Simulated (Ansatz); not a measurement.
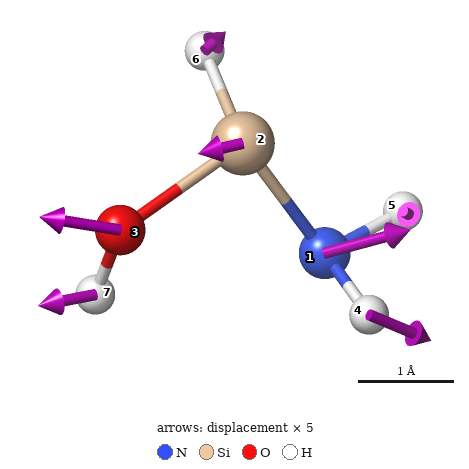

A relaxation of SiNH$_{4}$O (multiplicity 2). The starting structure is drawn; purple arrows show the displacements, 5 times their true length. The two geometries are superimposed by the best rigid fit.

The picture is a ball-and-stick view, seen at a tilt.

The run prepares the start of a later molecular dynamics calculation, from a guessed geometry.

The calculation used UKS PBE0-D4/def2-SVP (Ansatz). Set-up: collinear spin; force threshold 0.02 eV/Å; at most 40 steps.

> What happened in the run?

The energy falls by 55.5 kJ/mol in 7 accepted moves (8 points after the start). Largest force component: 3.4 eV/Å at the start, 0.0072 eV/Å at the end. The line search rejected the trial step at point 4 of the run. The largest move after the best rigid fit is that of N1, 0.21 Å. By element the largest moves are N 0.21 Å, O 0.18 Å, H 0.17 Å, Si 0.10 Å. Among the contacts that change: N1–Si2 1.651 → 1.736 Å, N1–H4 1.076 → 1.015 Å, N1–H5 1.066 → 1.015 Å, Si2–H6 1.459 → 1.508 Å. Bond angles that change, for instance: Si2–N1–H4 108.9° → 120.5°, N1–Si2–O3 98.1° → 108.8°, Si2–N1–H5 110.5° → 118.7°.
